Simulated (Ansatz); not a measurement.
A series of calculations on CH$_{3}$O

## 1. A change

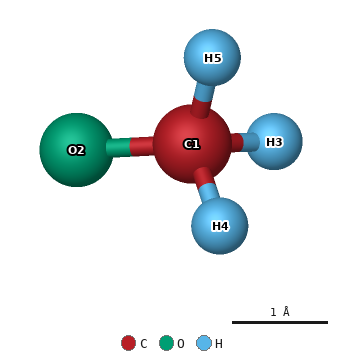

This is CH$_{3}$O (charge −1). A ball-and-stick model, seen at a tilt.

The calculation used Ansatz, RKS r2SCAN-D4/def2-TZVPPD. 

The variant: All atoms are moved at random (σ = 0.12 Å) from the PBE0-D4/def2-TZVP minimum.

> What is the effect?

Energy change: +11.8 kcal/mol. The largest force is 2 eV/Å, on H3. The forces mostly point back along the displacements (cosine −0.93). At other levels of theory the same distortion costs 10.7 kcal/mol (RKS PBE-D4/def2-TZVPPD), 12.2 kcal/mol (RKS PBE0-D4/def2-TZVPPD), 12.1 kcal/mol (RKS wB97M-V/def2-TZVPPD), 11.8 kcal/mol (RHF-CCSD(T), frozen core/def2-TZVPPD). Among the bonded contacts that change: C1–H3 1.137 → 1.239 Å, C1–H5 1.137 → 1.087 Å, C1–O2 1.328 → 1.366 Å, C1–H4 1.137 → 1.148 Å. Bond angles that change, for instance: H3–C1–H5 102.5° → 89.1°, H4–C1–H5 102.5° → 91.8°.

Drawn alike, the variant:

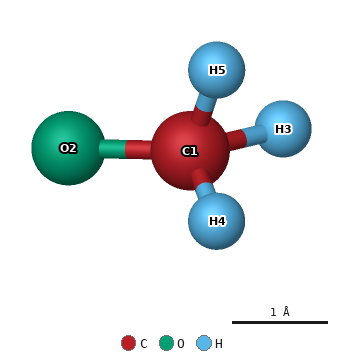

## 2. Distortion

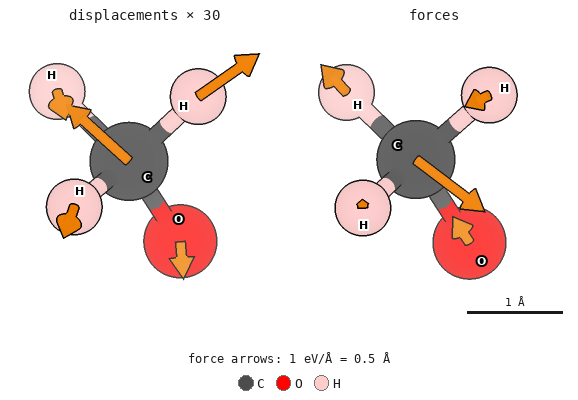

Left: CH₃O (charge −1), with orange arrows for the displacements applied to it. Right: the displaced structure with the computed forces. A ball-and-stick model, seen from a free direction.

The calculation used RKS r2SCAN-D4/def2-TZVPPD in Ansatz 0.2.0. 

### Where do the forces point?

All atoms are moved at random (σ = 0.02 Å) from the PBE0-D4/def2-TZVP minimum. It costs 0.047 eV. The largest force is 1.9 eV/Å, on the C atom. The forces mostly point back along the displacements (cosine −0.87). At other levels of theory the same distortion costs 0.039 eV (RKS PBE-D4/def2-TZVPPD), 0.051 eV (RKS PBE0-D4/def2-TZVPPD), 0.038 eV (RKS wB97M-V/def2-TZVPPD), 0.029 eV (RHF-CCSD(T), frozen core/def2-TZVPPD). Among the bonded contacts that change: C–H 1.137 → 1.095 to 1.170 Å, C–O 1.328 → 1.355 Å. Bond angles that change, for instance: O–C–H 115.8° → 113.1°.

## 3. Distortion

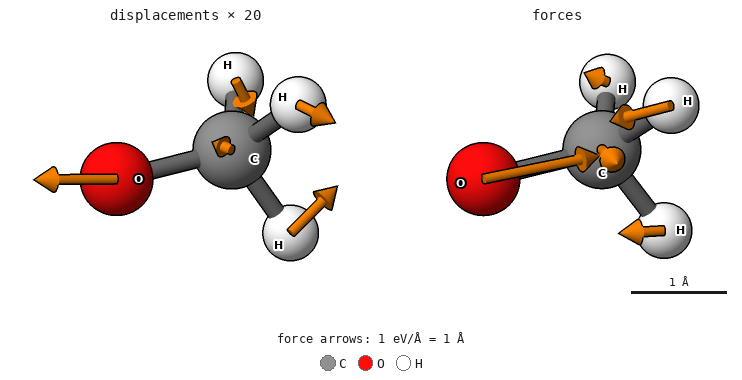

Left: CH3O (charge −1), with orange arrows for the displacements applied to it. Right: the displaced structure with the computed forces. Style: ball-and-stick. Shown at a tilt.

Computed with Ansatz, RKS wB97M-V/def2-TZVPPD. 

How do the forces relate to the distortion?

All atoms are moved at random (σ = 0.02 Å) from the PBE0-D4/def2-TZVP minimum. The energy rises by 5.13 kJ/mol. The largest force is 1.4 eV/Å, on the O atom. The forces mostly point back along the displacements (cosine −0.83). At other levels of theory the same distortion costs 3.05 kJ/mol (RKS PBE-D4/def2-TZVPPD), 5.28 kJ/mol (RKS r2SCAN-D4/def2-TZVPPD), 6.30 kJ/mol (RKS PBE0-D4/def2-TZVPPD), 3.50 kJ/mol (RHF-CCSD(T), frozen core/def2-TZVPPD). Some distances before and after: C–O 1.328 → 1.369 Å, C–H 1.137 → 1.126 to 1.164 Å. Among the angles between lasting bonds that change: H–C–H 102.5° → 100.2°, O–C–H 115.8° → 118.1°.
